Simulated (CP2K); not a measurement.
# SnCl2F2 (SMILES [F][Sn]([F])([Cl])[Cl]) at GFN1-xTB

What is the vertical ionisation energy of SnCl2F2 at GFN1-xTB? 

Program for the calculation: CP2K 2026.2.

6 further runs of the same task are left out: 4 that didn't finish, 2 set aside as unsound or not needed.

**1. Starting point**

SnCl2F2: 5 atoms, total charge 0, spin state singlet. As SMILES, `[F][Sn]([F])([Cl])[Cl]`. The coordinates come from a PBE0-D4/def2-TZVP relaxation.

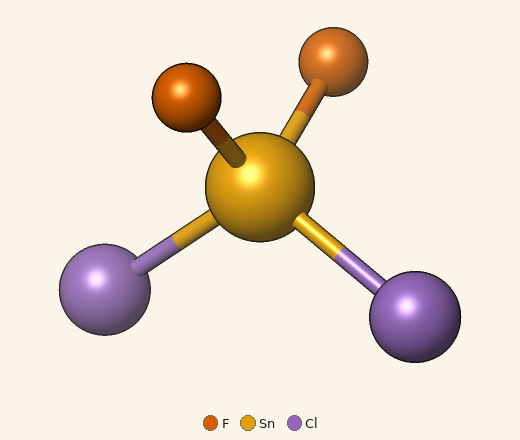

Viewed from a chosen angle; fluorine orange, tin amber, chlorine purple.

**2. The energy at GFN1-xTB**

Contents of mol.inp:

```
&FORCE_EVAL
   METHOD QUICKSTEP
   &DFT
      CHARGE 0
      MULTIPLICITY 1
      &QS
         METHOD XTB
         EPS_DEFAULT 1.0E-10
         &XTB
            GFN_TYPE 1
            CHECK_ATOMIC_CHARGES F
         &END XTB
      &END QS
      &POISSON
         PERIODIC NONE
         POISSON_SOLVER ANALYTIC
      &END POISSON
      &SCF
         SCF_GUESS ATOMIC
         EPS_SCF 1.0E-07
         MAX_SCF 150
         ADDED_MOS 2
         &DIAGONALIZATION
            ALGORITHM STANDARD
         &END DIAGONALIZATION
         &MIXING
            METHOD BROYDEN_MIXING
            ALPHA 0.3
            NBUFFER 8
         &END MIXING
         &SMEAR ON
            METHOD FERMI_DIRAC
            ELECTRONIC_TEMPERATURE [K] 300
         &END SMEAR
      &END SCF
      &PRINT
         &MOMENTS
            PERIODIC F
            REFERENCE COM
            MAX_MOMENT 1
         &END MOMENTS
         &MO ON
            ENERGIES T
            OCCUPATION_NUMBERS T
            NDIGITS 6
            &EACH
               QS_SCF 0
            &END EACH
            ADD_LAST NUMERIC
         &END MO
         &HIRSHFELD OFF
         &END HIRSHFELD
      &END PRINT
   &END DFT
   &SUBSYS
      &CELL
         ABC [angstrom] 13.3 13.2 12.9
         PERIODIC NONE
      &END CELL
      &COORD
         UNIT bohr
         F     -0.2570028    -0.6018778     3.5366224
         Sn     0.0597153    -0.0691640     0.0257003
         F      2.8515967    -2.0412822    -0.9885157
         Cl    -3.4727497    -1.4985528    -1.9464179
         Cl     0.9127377     4.0717929    -0.7056237
      &END COORD
      &TOPOLOGY
         &CENTER_COORDINATES
         &END CENTER_COORDINATES
      &END TOPOLOGY
   &END SUBSYS
&END FORCE_EVAL
&GLOBAL
   PROJECT_NAME mol
   RUN_TYPE ENERGY
   PRINT_LEVEL MEDIUM
&END GLOBAL
```

Command:

```console
$ OMP_NUM_THREADS=1 cp2k.psmp mol.inp > mol.out
```

The log of the run:

```text
CP2K| version string:                                       CP2K version 2026.2
[...]
 GLOBAL| Method name                                                        CP2K
[...]
 GLOBAL| Run type                                                         ENERGY
[...]
                             - Atoms:                                          5
[...]
                             - Spherical basis functions:                     35
[...]
 Number of electrons:                                                         32
[...]
     1 NoMix/Diag. 0.30E+00    0.0     0.79658560       -21.2315848162 -2.12E+01
[...]
    29 Broy./Diag. 0.30E+00    0.0     0.00000007       -21.3498345096 -1.19E-07
  *** SCF run converged in    29 steps ***
[...]
  Fermi energy:                                                -0.40522475189824
[...]
 TB_DIPOLE| Moment [Debye]         -1.89318638       1.91609615      -1.90941867
 TB_DIPOLE| Derivative [a.u.]       0.00000000       0.00000000       0.00000000
[...]
 ENERGY| Total FORCE_EVAL ( QS ) energy [hartree]            -21.349834509602672
[...]
```

Wall time 0.36 s (1 thread of Arm Neoverse V1, shared host).

**3. The doublet cation at the same level**

Contents of mol.inp:

```
&GLOBAL
    PROJECT mol
    RUN_TYPE ENERGY
    PRINT_LEVEL MEDIUM
&END

&FORCE_EVAL
    METHOD QS
    &DFT
        CHARGE 1
        MULTIPLICITY 2
        UKS T
        &QS
            METHOD XTB
            EPS_DEFAULT 1.0E-10
            &XTB
                GFN_TYPE 1
                CHECK_ATOMIC_CHARGES F
            &END
        &END
        &POISSON
            PERIODIC NONE
            POISSON_SOLVER ANALYTIC
        &END
        &SCF
            SCF_GUESS ATOMIC
            EPS_SCF 1.0E-07
            MAX_SCF 40
            &OT
                MINIMIZER CG
                PRECONDITIONER FULL_SINGLE_INVERSE
            &END
            &OUTER_SCF
                EPS_SCF 1.0E-07
                MAX_SCF 10
            &END
        &END
        &PRINT
            &MOMENTS
                PERIODIC F
                REFERENCE COM
                MAX_MOMENT 1
            &END
            &MO_CUBES
                NLUMO 3
                NHOMO -1
                WRITE_CUBE F
            &END
            &HIRSHFELD OFF
            &END
        &END
    &END
    &SUBSYS
        &CELL
            ABC 13.3 13.2 12.9
            PERIODIC NONE
        &END
        &COORD
            UNIT bohr
            F     -0.2570028    -0.6018778     3.5366224
            Sn     0.0597153    -0.0691640     0.0257003
            F      2.8515967    -2.0412822    -0.9885157
            Cl    -3.4727497    -1.4985528    -1.9464179
            Cl     0.9127377     4.0717929    -0.7056237
        &END
        &TOPOLOGY
            &CENTER_COORDINATES
            &END
        &END
    &END
&END
```

Command:

```console
$ OMP_NUM_THREADS=1 cp2k.psmp -i mol.inp -o mol.out
```

The log of the run:

```text
CP2K| version string:                                       CP2K version 2026.2
[...]
 GLOBAL| Method name                                                        CP2K
[...]
 GLOBAL| Run type                                                         ENERGY
[...]
                             - Atoms:                                          5
[...]
                             - Spherical basis functions:                     35
[...]
 Number of electrons:                                                         16
[...]
     1 OT CG       0.80E-01    0.0     0.03930139       -20.5712886707 -2.06E+01
[...]
     4 OT CG       0.16E+00    0.0     0.00000008       -20.7502835183 -1.07E-12
  *** SCF run converged in     4 steps ***
[...]
 TB_DIPOLE| Moment [Debye]         -3.57628881       3.61907244      -3.60765055
 TB_DIPOLE| Derivative [a.u.]       0.00000000       0.00000000       0.00000000
[...]
 ENERGY| Total FORCE_EVAL ( QS ) energy [hartree]            -20.750283518303473
[...]
```

It took 1.2 s on 1 thread of Arm Neoverse V1, shared host.

**4. What came out**

At GFN1-xTB:

| quantity | value |
| --- | --- |
| singlet SnCl2F2: total energy | -21.34983 Eh |
| singlet SnCl2F2: dipole moment (from atomic charges alone) | 3.30 D |
| singlet SnCl2F2: HOMO energy | -13.50 eV |
| singlet SnCl2F2: LUMO energy | -10.15 eV |
| singlet SnCl2F2: HOMO–LUMO gap | 3.35 eV |
| singlet SnCl2F2: dispersion energy | -4.96 kJ/mol |
| doublet cation: total energy | -20.75028 Eh |
| doublet cation: HOMO energy (highest over α and β) | -19.24 eV |
| doublet cation: dispersion energy | -4.96 kJ/mol |
| vertical ionisation energy (to the doublet cation) | 16.315 eV |

In words: Removing an electron at fixed nuclei costs 16.31 eV (1574 kJ/mol). xTB total energies overstate such differences by several eV unless an empirical shift is taken off; none is applied here. The dipole (singlet SnCl2F2) comes from point charges on the atoms alone, without atomic dipoles, so it is partial.
